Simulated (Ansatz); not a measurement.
# AlHF radical: a rigid scan of the bond length Al2–H3

How does the energy rise as the bond length Al2–H3 leaves its equilibrium value, and do density functionals follow CCSD(T)? No other atom is relaxed.

The runs use Ansatz 0.2.0, Gaussian basis; single points in def2-TZVPP.

Levels: PBE-D4, r2SCAN-D4, PBE0-D4, B3LYP-D4, wB97M-V, Hartree-Fock, MP2, CCSD, CCSD(T). The scan takes 1.415, 1.471, 1.552, 1.648, 1.754, 1.868, 1.990, 2.117, 2.250 Å.

Correlated methods freeze the cores. Orbitals are unrestricted. B3LYP uses VWN-RPA correlation.

19 further runs of the same task are left out: 19 set aside as unsound or not needed.

**1. Starting geometry**

The minimum, relaxed at PBE0-D4: SMILES `[F][AlH]`, 3 atoms, charge 0, spin multiplicity 2.

Atoms are counted from 1 here; the program's logs count them from 0.

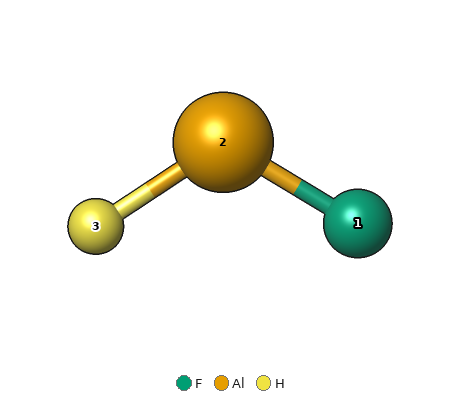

As it starts; fluorine teal, aluminium amber, hydrogen yellow; atoms are numbered from 1 in the order of the file.

As a file:

```csv
atom,x (Å),y (Å),z (Å)
F1,0.9071,0.8932,0.5856
Al2,-0.4325,0.3180,-0.1995
H3,-0.4854,-1.2761,-0.3993
```

Energies of the minimum (eV), from earlier single points: PBE-D4 -9325.69781, r2SCAN-D4 -9330.18880, PBE0-D4 -9326.27983, B3LYP-D4 -9332.78510, wB97M-V -9330.76074, CCSD(T) -9316.03472.

At the minimum the bond length Al2–H3 is 1.607 Å.

**2. Al2–H3 = 1.415 Å**

ccsdt-tzvpp/in.yaml

```yaml
crystal:
  periodic: [false, false, false]
  atoms:
    - {symbol: F, position_ang: [0.907071, 0.893230, 0.585636]}
    - {symbol: Al, position_ang: [-0.432539, 0.317983, -0.199538]}
    - {symbol: H, position_ang: [-0.479099, -1.085276, -0.375384]}
basis:
  gaussian: {orbitals: def2-TZVPP}
magnetization: {spin_polarized: true, initial_magnetization: 1}
correlation: {method: ccsd_t}
scf: {omitted_lower_state_checks: [cluster_reference]}
```

The command line of these runs was not kept.

After this run come: Al2–H3 = 1.471 Å; Al2–H3 = 1.552 Å; Al2–H3 = 1.648 Å; Al2–H3 = 1.754 Å; Al2–H3 = 1.868 Å; Al2–H3 = 1.990 Å; Al2–H3 = 2.117 Å; Al2–H3 = 2.250 Å.

Q: Predict the outcome of this session. Wanted: highest point, CCSD(T); lowest point, CCSD(T); minimum along the scan, CCSD(T); RMS deviation from CCSD(T); largest T1 diagnostic.

The runs gave:

| quantity | value |
| --- | --- |
| highest point, CCSD(T) | 0.996 eV at 2.250 Å |
| lowest point, CCSD(T) | 0.000 eV at 1.607 Å |
| minimum along the scan, CCSD(T) | 1.599 Å |
| curvature there | 11.9 eV/Å² |
| RMS deviation from CCSD(T) | PBE-D4 0.082, r2SCAN-D4 0.020, PBE0-D4 0.026, B3LYP-D4 0.048, wB97M-V 0.027, Hartree-Fock 0.052, MP2 0.087, CCSD 0.009 eV |
| largest T1 diagnostic | 0.030 |

A polynomial through the near points puts the CCSD(T) minimum 0.008 Å below the PBE0-D4 value. The well is lopsided: squeezing costs more than stretching by the same length. Curvature against CCSD(T): PBE-D4 -12 %, Hartree-Fock +11 %. Best along the scan: CCSD. Worst: MP2. The unrestricted reference is spin-contaminated, which hurts MP2 most.
